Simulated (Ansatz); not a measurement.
Bands of a (14,0) ZnO nanotube, along its axis.

All values below come from PBE (plane waves to 420 eV, PAW; Ansatz, a first-principles code). Mesh 1×1×6. No spin polarisation. Periodic along z alone, with about 11 Å of vacuum beside it. A hypothetical model, rolled from the flat sheet. Only distortions within the start's symmetry and period were free.

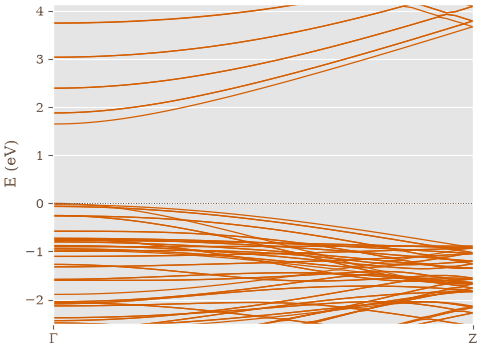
Bands from the zone centre to the zone edge (period 5.67 Å); the dotted line marks the highest filled level

### Question
Is it a metal or a semiconductor at this level? Give what the bands show.

### Answer
A semiconductor in PBE.
| Item | Result |
|---|---|
| PBE gap | 1.65 eV, direct at Γ |
